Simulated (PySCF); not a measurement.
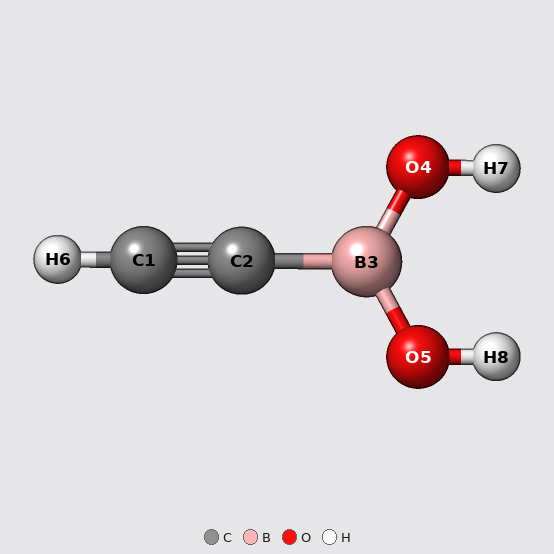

The geometry was computed by an optimisation with GFN2-xTB. No frequency run is at hand to confirm it as a minimum. Method: delta-SCF UKS SCAN, pcX-2 on the ionised atom, pcseg-1 elsewhere, spin-free X2C (PySCF 2.14.0).

Give the core-electron binding energies (to vacuum) of C1 1s, C2 1s, B3 1s, O4 1s.

| atom | level | binding energy (eV) |
| --- | --- | --- |
| C1 | 1s | 290.5 |
| C2 | 1s | 290.3 |
| B3 | 1s | 197.9 |
| O4 | 1s | 539.4 |

The geometry is semi-empirical. Around B such bond lengths and angles can be off by a tenth of an ångström or more and by several degrees, and values that hang on the shape move with them.
